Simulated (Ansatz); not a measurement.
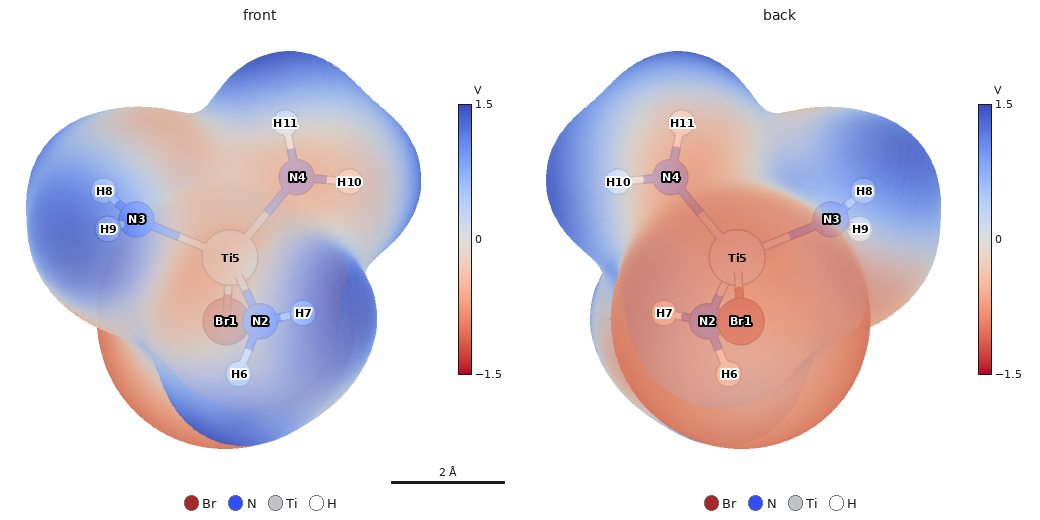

BrH$_{6}$N$_{3}$Ti (SMILES [NH2][Ti]([NH2])([NH2])[Br]). The molecular electrostatic potential painted on the density surface at 0.001 e/bohr³, seen from the front and from behind; the colour scale runs from red (negative) to blue (positive).

Geometry: PBE0-D4/def2-SVP.

Theory: isolated molecule in a Gaussian basis; Kohn-Sham density functional theory, functional PBE0 (Ansatz 0.2.0).

```yaml
atoms:
  - { symbol: Br, position_ang: [1.3057, 2.4693, 0.4451] }
  - { symbol: N, position_ang: [-1.5404, 0.6021, -0.5212] }
  - { symbol: N, position_ang: [0.1207, -0.6529, 1.6146] }
  - { symbol: N, position_ang: [1.0777, -0.6496, -1.2104] }
  - { symbol: Ti, position_ang: [0.2018, 0.3677, 0.0687] }
  - { symbol: H, position_ang: [-2.1728, 1.2695, -0.0828] }
  - { symbol: H, position_ang: [-1.9608, 0.2135, -1.3600] }
  - { symbol: H, position_ang: [0.9278, -0.7719, 2.2246] }
  - { symbol: H, position_ang: [-0.7089, -1.0532, 2.0421] }
  - { symbol: H, position_ang: [1.4015, -0.2485, -2.0890] }
  - { symbol: H, position_ang: [1.4129, -1.6029, -1.1108] }
```

**Where is the surface potential most negative and most positive?**

The most negative region (about −0.9 V) lies over Br1, the most positive (about +1.3 V) over the H atoms.
